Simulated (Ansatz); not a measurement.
Three curves of one kind of scan: energy against volume (even scaling of the relaxed cell, symmetry kept). Computed with r2SCAN (plane waves to 500 eV, PAW, scalar-relativistic; Ansatz, an electronic-structure program). Each is measured from its own zero (the relaxed starting cell). 

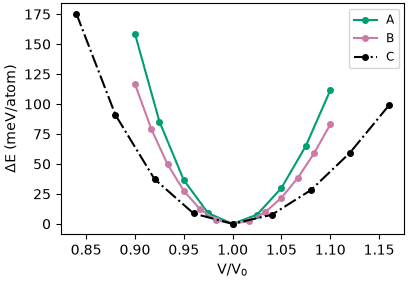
Figure: Curves A, B and C.

Q: Match the curves to these crystals:
- Nb (bcc, W type), a = b = c = 3.303 Å, α = β = γ = 90.00°
- CaO (rock salt), a = b = c = 4.7948 Å, α = β = γ = 90.00°
- Mo (bcc, W type), a = b = c = 3.1506 Å, α = β = γ = 90.00°

A: A is Mo; B is Nb; C is CaO.

All were relaxed with their symmetry unable to fall. Mo is run without spin polarisation. Nb is run without spin polarisation.

(Under strain, the slope of the energy per volume gives the stress and its curvature an elastic modulus.)
